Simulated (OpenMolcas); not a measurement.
## Tm³⁺ complex: multiconfigurational calculation

Tm³⁺ with 6 ligands (O; octahedron, 2.413 Å), embedded in CaO by model potentials and point charges, whose field is part of the energies. Computed at this level: state-averaged CASSCF, active space 12 electrons in the shell 4f, basis ANO-RCC-VDZP on the metal and ANO-RCC-VDZP on the ligands, DKH2 scalar Hamiltonian, spin-orbit coupling by RASSI with atomic mean-field integrals (OpenMolcas).

**The program's output (extracts)**
```
--- SEWARD ---
Basis set label: TM.ANO-RCC...7S6P4D2F1G.

      Electronic valence basis set:
      ------------------
      Associated Effective Charge  69.000000 au
      Associated Actual Charge     69.000000 au
      Nuclear Model: Point charge

      Shell  nPrim  nBasis  Cartesian Spherical Contaminant
         s      25       7        X
         p      22       6        X
         d      15       4                 X
         f      11       2                 X
         g       4       1                 X
                  Relativistic Douglas-Kroll-Hess integrals:
                    - DKH order of Hamiltonian: 2
                    - DKH order of Properties : 0
                  Atomic mean-field integrals
--- RASSCF ---
Wave function specifications:
      -----------------------------

      Number of closed shell electrons         114
      Number of electrons in active shells      12
      Max number of holes in RAS1 space          0
      Max nr of electrons in RAS3 space          0
      Number of inactive orbitals               57
      Number of active orbitals                  7
      Number of secondary orbitals             112
      Spin quantum number                      1.0
      State symmetry                             1
Orbital specifications:
      -----------------------

      Symmetry species                           1   2
                                                ag  au
      Frozen orbitals                            0   0
      Inactive orbitals                         30  27
      Active orbitals                            0   7
      RAS1 orbitals                              0   0
      RAS2 orbitals                              0   7
      RAS3 orbitals                              0   0
      Secondary orbitals                        60  52
      Deleted orbitals                           0   0
      Number of basis functions                 90  86
      Number of CSFs                            21
      Number of root(s) required                21
      Iter CI   SX   CI       RASSCF       Energy    max ROT     max BLB   max BLB  Level Ln srch  Step   QN
          iter iter root      energy       change     param      element    value   shift minimum  type update
 Nr of preliminary CI iterations:   1
      Total energies have been shifted. Add               -14000.00 au
        1   1    8    0   -10.06832670    0.00E+00  -5.28E-02   14  48 2 -4.95E-01*  2.08   0.00    SX    NO
        2   1    9    0   -11.49659422   -1.43E+00* -4.96E-02   30  33 1  2.39E-01*  1.51   0.00    SX    NO
        3   1    9    0   -11.97299688   -4.76E-01* -3.85E-02   30  33 1  1.70E-01*  1.46   0.00    SX    NO
        4   1    8    0   -12.08987862   -1.17E-01*  2.79E-02   30  33 1  1.16E-01*  1.32   0.00    SX    NO
        5   1    8    0   -12.13613349   -4.63E-02* -3.12E-02   30  33 1  8.15E-02*  1.32   2.36    LS   YES
        6   1    8    0   -12.15877373   -2.26E-02*  2.37E-02   29  36 2  8.08E-02*  1.32   1.21    QN   YES
        7   1    8    0   -12.17095483   -1.22E-02* -4.53E-03   31  38 2 -2.22E-02*  1.21   0.94    QN   YES
        8   1    7    0   -12.17329907   -2.34E-03* -2.04E-03   12  44 2 -7.34E-03*  1.23   1.46    LS   YES
        9   1    8    0   -12.17355692   -2.58E-04*  1.12E-03   29  36 2  7.81E-03*  1.24   1.02    QN   YES
       10   1    7    0   -12.17383460   -2.78E-04*  6.15E-04   15  49 2 -2.58E-03*  1.24   1.56    LS   YES
        ...
       20   1    5    0   -12.17390210   -4.30E-08* -2.46E-05   13  48 2  1.49E-04*  1.24   2.50    QN   YES
       21   1    5    0   -12.17390214   -4.10E-08*  1.88E-05   27  44 2  4.32E-05   1.24   1.17    QN   YES
       22   1    4    0   -12.17390215   -1.25E-08* -7.69E-06   27  44 2  1.27E-05   1.24   1.08    QN   YES
       23   1    4    0   -12.17390215    5.17E-09  -1.68E-06   13  48 2 -7.92E-06   1.24   0.05    QN   YES
      Convergence after 23 iterations
       24   1    4    0   -12.17390215   -1.64E-11  -1.68E-06   13  48 2 -3.72E-06   1.24   0.05    QN   YES
      Natural orbitals and occupation numbers for root  1
      sym 2:   2.000000   1.951533   1.951533   1.313758   1.734709   1.734709   1.313758
      Natural orbitals and occupation numbers for root  2
      sym 2:   1.313064   1.951297   1.313064   1.735639   1.951297   1.735639   2.000000
      Natural orbitals and occupation numbers for root  3
      sym 2:   1.312952   1.951236   1.735812   2.000000   1.735812   1.951236   1.312952
::    RASSCF root number  1 Total energy: -14012.21107450
::    RASSCF root number  2 Total energy: -14012.21107450
::    RASSCF root number  3 Total energy: -14012.21107450
::    RASSCF root number  4 Total energy: -14012.21056137
::    RASSCF root number  5 Total energy: -14012.21056137
::    RASSCF root number  6 Total energy: -14012.20968815
::    RASSCF root number  7 Total energy: -14012.20968815
::    RASSCF root number  8 Total energy: -14012.20968815
::    RASSCF root number  9 Total energy: -14012.20859921
::    RASSCF root number 10 Total energy: -14012.20859921
::    RASSCF root number 11 Total energy: -14012.20859921
::    RASSCF root number 12 Total energy: -14012.17424351
::    RASSCF root number 13 Total energy: -14012.17406155
::    RASSCF root number 14 Total energy: -14012.17406155
::    RASSCF root number 15 Total energy: -14012.17406155
::    RASSCF root number 16 Total energy: -14012.17351368
::    RASSCF root number 17 Total energy: -14012.17351368
::    RASSCF root number 18 Total energy: -14012.17351368
::    RASSCF root number 19 Total energy: -14012.04192249
::    RASSCF root number 20 Total energy: -14012.04192249
::    RASSCF root number 21 Total energy: -14012.04192249
--- RASSCF ---
Wave function specifications:
      -----------------------------

      Number of closed shell electrons         114
      Number of electrons in active shells      12
      Max number of holes in RAS1 space          0
      Max nr of electrons in RAS3 space          0
      Number of inactive orbitals               57
      Number of active orbitals                  7
      Number of secondary orbitals             112
      Spin quantum number                      0.0
      State symmetry                             1
Orbital specifications:
      -----------------------

      Symmetry species                           1   2
                                                ag  au
      Frozen orbitals                            0   0
      Inactive orbitals                         30  27
      Active orbitals                            0   7
      RAS1 orbitals                              0   0
      RAS2 orbitals                              0   7
      RAS3 orbitals                              0   0
      Secondary orbitals                        60  52
      Deleted orbitals                           0   0
      Number of basis functions                 90  86
      Number of CSFs                            28
      Number of root(s) required                28
      Iter CI   SX   CI       RASSCF       Energy    max ROT     max BLB   max BLB  Level Ln srch  Step   QN
          iter iter root      energy       change     param      element    value   shift minimum  type update
 Nr of preliminary CI iterations:   1
        1   1    0    0-14012.08938857    0.00E+00   0.00E+00   28  35 2 -7.93E-03*  0.00   0.00    SX    NO
      Natural orbitals and occupation numbers for root  1
      sym 2:   1.182574   1.961962   1.182574   1.855464   2.000000   1.855464   1.961962
      Natural orbitals and occupation numbers for root  2
      sym 2:   2.000000   1.961961   1.961962   1.182575   1.855463   1.855465   1.182574
      Natural orbitals and occupation numbers for root  3
      sym 2:   1.182574   2.000000   1.855465   1.961961   1.855465   1.961961   1.182574
::    RASSCF root number  1 Total energy: -14012.17118537
::    RASSCF root number  2 Total energy: -14012.17118537
::    RASSCF root number  3 Total energy: -14012.17118537
::    RASSCF root number  4 Total energy: -14012.16829177
::    RASSCF root number  5 Total energy: -14012.16829177
::    RASSCF root number  6 Total energy: -14012.16793353
::    RASSCF root number  7 Total energy: -14012.16793353
::    RASSCF root number  8 Total energy: -14012.16793353
::    RASSCF root number  9 Total energy: -14012.16742640
::    RASSCF root number 10 Total energy: -14012.08430422
::    RASSCF root number 11 Total energy: -14012.08430422
::    RASSCF root number 12 Total energy: -14012.08230943
::    RASSCF root number 13 Total energy: -14012.08230943
::    RASSCF root number 14 Total energy: -14012.08230943
::    RASSCF root number 15 Total energy: -14012.05755169
::    RASSCF root number 16 Total energy: -14012.05755169
::    RASSCF root number 17 Total energy: -14012.05740061
::    RASSCF root number 18 Total energy: -14012.05740060
::    RASSCF root number 19 Total energy: -14012.05740060
::    RASSCF root number 20 Total energy: -14012.05686326
::    RASSCF root number 21 Total energy: -14012.05545139
::    RASSCF root number 22 Total energy: -14012.05545139
::    RASSCF root number 23 Total energy: -14012.05545139
::    RASSCF root number 24 Total energy: -14012.05500237
::    RASSCF root number 25 Total energy: -14012.05500237
::    RASSCF root number 26 Total energy: -14012.05500237
::    RASSCF root number 27 Total energy: -14012.05461515
::    RASSCF root number 28 Total energy: -14011.83583252
--- RASSI ---
SPIN-FREE ENERGIES:
  (Shifted by EMIN (a.u.) =     -14012.2110745055)

 SF State       Relative EMIN(au)   Rel lowest level(eV)    D:o, cm**(-1)

     1             0.0000000000        0.0000000000              0.0000
     2             0.0000000000        0.0000000000              0.0000
     3             0.0000000000        0.0000000000              0.0000
     4             0.0005131267        0.0139628892            112.6183
     5             0.0005131267        0.0139628892            112.6183
     6             0.0013863482        0.0377244553            304.2683
     7             0.0013863482        0.0377244553            304.2683
     8             0.0013863482        0.0377244553            304.2683
     9             0.0024752963        0.0673562443            543.2647
    10             0.0024752963        0.0673562443            543.2647
    11             0.0024752963        0.0673562443            543.2647
    12             0.0368309932        1.0022223818           8083.4687
    13             0.0370129558        1.0071738376           8123.4048
    14             0.0370129558        1.0071738376           8123.4048
    15             0.0370129558        1.0071738376           8123.4048
    16             0.0375608264        1.0220821546           8243.6485
    17             0.0375608264        1.0220821546           8243.6485
    18             0.0375608264        1.0220821546           8243.6485
    22             0.0398891560        1.0854392316           8754.6578
    23             0.0398891560        1.0854392316           8754.6578
    24             0.0398891560        1.0854392316           8754.6578
    25             0.0427827661        1.1641783740           9389.7318
    26             0.0427827661        1.1641783740           9389.7318
    27             0.0431410054        1.1739265611           9468.3563
    28             0.0431410054        1.1739265611           9468.3563
    29             0.0431410054        1.1739265611           9468.3563
    30             0.0436481317        1.1877261708           9579.6576
    31             0.1267703074        3.4495957998          27822.8665
    32             0.1267703074        3.4495957998          27822.8665
    33             0.1287651039        3.5038769765          28260.6737
    34             0.1287651039        3.5038769765          28260.6737
    35             0.1287651039        3.5038769765          28260.6737
    36             0.1535228409        4.1775693225          33694.3689
    37             0.1535228409        4.1775693225          33694.3689
    38             0.1536739264        4.1816805659          33727.5283
    39             0.1536739264        4.1816805659          33727.5283
    40             0.1536739264        4.1816805659          33727.5283
    41             0.1542112740        4.1963025399          33845.4625
    42             0.1556231380        4.2347213182          34155.3309
    43             0.1556231380        4.2347213182          34155.3309
Eigenvalues of complex Hamiltonian:
   -----------------------------------
  (Shifted by EMIN (a.u.) =     -14012.2110745055)

 SO State       Relative EMIN(au)   Rel lowest level(eV)    D:o, cm**(-1)

     1            -0.0318323124        0.0000000000              0.0000
     2            -0.0315287611        0.0082600504             66.6218
     3            -0.0315287611        0.0082600506             66.6218
     4            -0.0315287612        0.0082600502             66.6218
     5            -0.0311762255        0.0178530347            143.9944
     6            -0.0311762255        0.0178530351            143.9944
     7            -0.0311762255        0.0178530352            143.9944
     8            -0.0304458463        0.0377276636            304.2941
     9            -0.0298317030        0.0544393556            439.0830
    10            -0.0298317030        0.0544393547            439.0830
    11            -0.0298317030        0.0544393549            439.0830
    12            -0.0297007542        0.0580026543            467.8230
    13            -0.0297007541        0.0580026549            467.8230
    14            -0.0013728205        0.8288449985           6685.0858
    15            -0.0013728205        0.8288449987           6685.0858
    16            -0.0013728205        0.8288449987           6685.0858
    17             0.0001482623        0.8702357700           7018.9248
    18             0.0001482623        0.8702357698           7018.9248
    19             0.0004387111        0.8781392843           7082.6710
    20             0.0004387111        0.8781392842           7082.6710
    21             0.0004387111        0.8781392840           7082.6710
    22             0.0008598550        0.8895991942           7175.1014
    23             0.0066126836        1.0461416350           8437.7013
    24             0.0066126836        1.0461416353           8437.7013
    25             0.0066126836        1.0461416352           8437.7013
    26             0.0067783010        1.0506483153           8474.0501
    27             0.0067783011        1.0506483159           8474.0502
    28             0.0075697256        1.0721840761           8647.7478
    29             0.0075697256        1.0721840756           8647.7478
    30             0.0075697256        1.0721840759           8647.7478
    31             0.0080516050        1.0852966801           8753.5081
    32             0.0080516050        1.0852966811           8753.5081
    33             0.0080516050        1.0852966811           8753.5081
    34             0.0294657916        1.6680063831          13453.3788
    35             0.0294657916        1.6680063828          13453.3788
    36             0.0294657916        1.6680063834          13453.3788
    37             0.0296455423        1.6728976502          13492.8295
    38             0.0296455423        1.6728976497          13492.8295
    39             0.0301038956        1.6853700790          13593.4264
    40             0.0301038956        1.6853700785          13593.4264
    41             0.0301038956        1.6853700786          13593.4264
Weights of the five most important spin-orbit-free states for each spin-orbit state.

 SO State  Total energy (au)           Spin-free states, spin, and weights
 -------------------------------------------------------------------------------------------------------
    1        -0.031832       2 1.0  0.3306    1 1.0  0.3306    3 1.0  0.3306   48 0.0  0.0063    9 1.0  0.0005
    2        -0.031529       3 1.0  0.2841    2 1.0  0.2455    4 1.0  0.2215    5 1.0  0.0775    1 1.0  0.0580
    3        -0.031529       3 1.0  0.2934    5 1.0  0.2725    1 1.0  0.2426    7 1.0  0.0528    2 1.0  0.0515
    4        -0.031529       2 1.0  0.2906    1 1.0  0.2869    4 1.0  0.2006    5 1.0  0.0984    6 1.0  0.0522
    5        -0.031176       4 1.0  0.4368    3 1.0  0.1294    8 1.0  0.1255    1 1.0  0.1250    7 1.0  0.1244
    6        -0.031176       5 1.0  0.3617    3 1.0  0.1307    6 1.0  0.1256    7 1.0  0.1254    2 1.0  0.1251
    7        -0.031176       5 1.0  0.2993    4 1.0  0.1492    1 1.0  0.1307    2 1.0  0.1294    8 1.0  0.1255
    8        -0.030446       6 1.0  0.3311    8 1.0  0.3311    7 1.0  0.3311   41 0.0  0.0066   14 1.0  0.0000
    9        -0.029832      10 1.0  0.3118   11 1.0  0.3084    7 1.0  0.1641    8 1.0  0.1564    4 1.0  0.0393
   10        -0.029832       9 1.0  0.3080   10 1.0  0.2953    7 1.0  0.1639    6 1.0  0.1565    5 1.0  0.0323
   11        -0.029832       9 1.0  0.3122   11 1.0  0.2949    6 1.0  0.1640    8 1.0  0.1640    5 1.0  0.0269
   12        -0.029701       9 1.0  0.4885   10 1.0  0.1491    8 1.0  0.1219    7 1.0  0.1095   11 1.0  0.1012
```

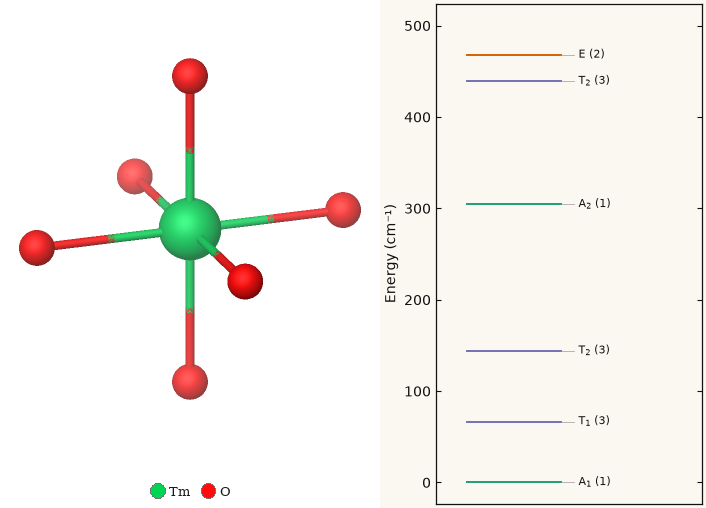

*Tm³⁺ (4f¹²) as a dopant in CaO, a cluster with its 6 nearest O²⁻ at 2.413 Å (octahedron) embedded in model potentials and point charges; the geometry was set, not optimised, and its levels. Labels give the representation in O, Td, D4 or D3 as the site allows (double group for half-integer spin) where it could be assigned and, in brackets, the degeneracy; spin-free states, where drawn, share the zero of the spin-orbit levels.*

The ground level is A₁, non-degenerate, 99 % from states of spin multiplicity 3 (of the 28 states of multiplicity 1, 27 enter the spin-orbit step), effective J = 6.00, with |mJ| = 4 the largest share (87 %). The next level lies at 67 cm⁻¹ (T₁). The lowest J multiplet spreads over 468 cm⁻¹. The active orbitals hold 100 % metal character (Löwdin), and the Mulliken charge of the metal is +2.15.

**The input**
```
&GATEWAY
Basis set
Tm.ANO-RCC-VDZP.
Tm1 0.0 0.0 0.0 Angstrom
End of basis
Basis set
O.ANO-RCC-VDZP.
L1 2.413000 0.000000 0.000000 Angstrom
L2 0.000000 2.413000 0.000000 Angstrom
L3 0.000000 0.000000 2.413000 Angstrom
End of basis
Basis set
Ca.EMB-AIMP.Pascual.13s7p.1s1p.ECP.CaO.
PseudoCharge
* 3 symmetry-unique lattice sites within 7.6 angstrom
End of basis
Basis set
Ca.EMB-AIMP.Pascual.0s.0s.ECP.CaO.
PseudoCharge
* 24 symmetry-unique lattice sites within 7.6 angstrom
End of basis
Basis set
O.EMB-AIMP.Pascual.0s.0s.ECP.CaO.
PseudoCharge
* 31 symmetry-unique lattice sites within 7.6 angstrom
End of basis
Symmetry
XYZ
AngMom=0.0 0.0 0.0
AMFI
RICD
XField
1037 Angstrom 0
* Evjen-weighted lattice charges
&SEWARD
&RASSCF
FileOrb=start.orb
Symmetry=1
Spin=3
nActEl=12 0 0
Inactive=30 27
Ras2=0 7
CIRoot=21 21 1
SDav=21
CIMx=300
Iter=150 100
PrWF=0.3
OrbListing=Nothing
MaxOrb=0
LevShft=1.0
>>> COPY $Project.JobIph JOB001
&RASSCF
FileOrb=start.orb
Symmetry=1
Spin=1
nActEl=12 0 0
Inactive=30 27
Ras2=0 7
CIRoot=28 28 1
SDav=28
CIMx=300
Iter=150 100
PrWF=0.3
OrbListing=Nothing
MaxOrb=0
CIOnly
LevShft=1.0
>>> COPY $Project.JobIph JOB002
&RASSI
NrOfJobIphs=2 21 27
1 2 3 4 5 6 7 8 9 10 11 12 13 14 15 16 17 18 19 20 21
1 2 3 4 5 6 7 8 9 10 11 12 13 14 15 16 17 18 19 20 21 22 23 24 25 26 27
IphNames
JOB001
JOB002
EJob
SpinOrbit
DIPRint=1.0
SOCoupling=1000.0
Subsets=2
Property=9
'ANGMOM' 1 'ANGMOM' 2 'ANGMOM' 3 'MLTPL  1' 1 'MLTPL  1' 2 'MLTPL  1' 3
'AMFI' 1 'AMFI' 2 'AMFI' 3
SOProperty=3
'ANGMOM' 1 'ANGMOM' 2 'ANGMOM' 3
```

The file start.orb holds starting orbitals from an earlier step. A driver script formed the levels outside the program, from RASSI's spin-orbit matrix and the active-space energies, averaged over the components of each term or state.

Run as:
```bash
OMP_NUM_THREADS=1 MOLCAS_MEM=2457 MOLCAS_PROJECT=a pymolcas a.inp > a.log  # once for each step of the input, in one work folder
```

**Summary**

- outcome: converged
- energy of the lowest spin-free term: −14012.21107 hartree
- energy of the lowest spin-orbit level: −14012.24291 hartree
- largest spread among components of a term: 0.0 cm⁻¹
- hardware: 1 thread of Arm Neoverse V1, 24 GiB of memory available, shared host
- wall time: 44 s
- peak memory: 0.6 GiB

**Remarks**

Without dynamic correlation the splittings between terms come out too large, often by 20 to 50 %. To bear in mind: the geometry is set by hand, with no relaxation.
